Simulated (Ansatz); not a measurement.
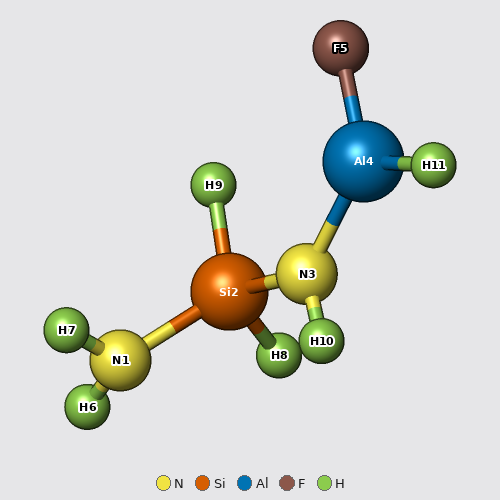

The system is AlFH6N2Si, SMILES N[SiH2][NH][AlH][F]; the picture shows the reference structure. 
- First axis: dihedral H6–N1–Si2–N3. Second axis: dihedral Si2–N3–Al4–F5.
- Nothing is relaxed (all other coordinates rigid).
- The grid has 9 × 9 points.
- Points are written as (first, second).
- Energies: kJ/mol, counted from the lowest grid point.
- The calculation used Ansatz 0.2.0, RKS r2SCAN-D4/def2-SVP.

Its coordinates:

| atom | x (Å) | y (Å) | z (Å) |
| --- | --- | --- | --- |
| N | 0.0140 | 1.7542 | 1.2428 |
| Si | -0.7506 | 0.6038 | 0.2026 |
| N | 0.1774 | -0.8728 | 0.1553 |
| Al | 0.7833 | -1.8364 | -1.2121 |
| F | 0.5119 | -1.2974 | -2.7647 |
| H | -0.5565 | 2.4262 | 1.7463 |
| H | 0.9167 | 2.1552 | 1.0065 |
| H | -2.1136 | 0.4340 | 0.7962 |
| H | -0.8942 | 0.9869 | -1.2372 |
| H | 0.3933 | -1.2356 | 1.0863 |
| H | 1.5837 | -3.1750 | -1.0013 |

Range: dihedral H6–N1–Si2–N3 from −180 to 140°; dihedral Si2–N3–Al4–F5 from −180 to 140°.

### Predict the map.

The lowest grid point is at (−140°, −180°). There are further wells near (−140°, 20°) (3.5 kJ/mol above the lowest at that grid point); (20°, −180°) (5.9 kJ/mol above the lowest at that grid point); (20°, 20°) (10.2 kJ/mol above the lowest at that grid point). The highest grid point, (−60°, 100°), lies 50.8 kJ/mol above the lowest. On the interpolated surface the easiest way out of the lowest well to the well at about (40°, −180°) passes a barrier of about 23 kJ/mol. Round the minimum the two coordinates are nearly uncoupled.

```csv
"dihedral Si2–N3–Al4–F5 ↓, dihedral H6–N1–Si2–N3 →",−180,−140,−100,−60,−20,20,60,100,140
140,15.9,11.5,24.1,34.1,28.4,16.9,18.1,30.5,31.1
100,30.2,26.0,40.1,50.8,44.0,31.5,33.4,46.9,46.8
60,24.0,18.9,32.9,44.2,38.0,25.4,26.8,40.4,40.9
20,9.0,3.5,15.6,26.3,21.7,10.2,10.7,23.1,24.4
−20,9.8,4.7,16.3,26.5,21.9,10.7,11.3,23.3,24.6
−60,25.5,20.8,33.8,44.3,38.3,26.4,27.9,40.9,41.4
−100,30.0,25.1,39.0,49.8,43.3,31.0,32.9,46.5,46.8
−140,14.6,9.3,22.1,32.8,27.3,15.5,16.7,29.7,30.6
−180,5.1,0.0,11.8,21.9,17.1,5.9,6.6,18.8,20.0
```

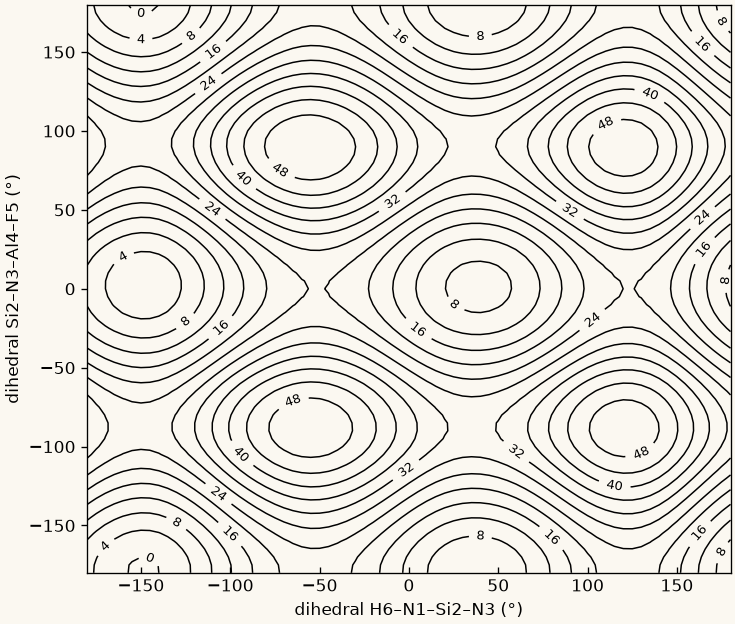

In the figure: contour lines labelled in kJ/mol. Between grid points the surface is interpolated.

Each point was launched as `ansatz run input.yaml --threads 1 --pin off --max-ram 2560MiB --backend cpu --events-out ev --progress --plain --runs-dir out`. The whole map (81 points run) took 13 min on 1 thread of Arm Neoverse V1 (shared host).
